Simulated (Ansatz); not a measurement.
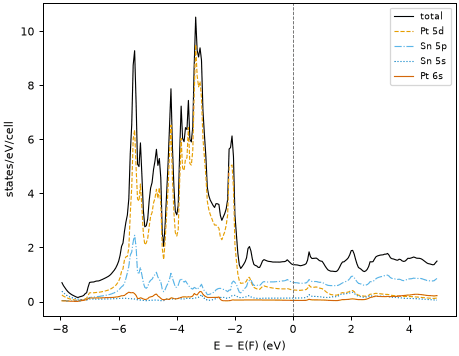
Figure: Total and projected density of states of SnPt (NiAs type, space group No. 194), DFT-r²SCAN in the program Ansatz with PAW potentials

### Question
Which orbitals carry the states next to the Fermi level?

### Answer
Within 0.5 eV of the Fermi level: Sn 5p 51 %, Pt 5d 31 %, Sn 5s 9 %. Projections are on Löwdin-orthogonalised atomic valence shells; empty p or d shells of many metals are not among them.

### Question
Where is the tallest occupied peak in this window, and what makes it?

### Answer
Near -3.3 eV, about 11 states/eV per cell; the largest projected share is Pt 5d.

Space group P6_3/mmc (NiAs type). The workflow started from a Materials Project entry (that database holds measured and hypothetical structures alike); the Crystallography Open Database files this formula in space group No. 194, but the cells were not matched. Whether it is the stable phase at ambient conditions was not checked. The cell was relaxed with r²SCAN under the symmetry of its start; its stability against distortions is not shown here. No spin polarisation was allowed. Spin–orbit coupling is left out wherever it is not named.

Potentials: the later of the program's two PAW sets.
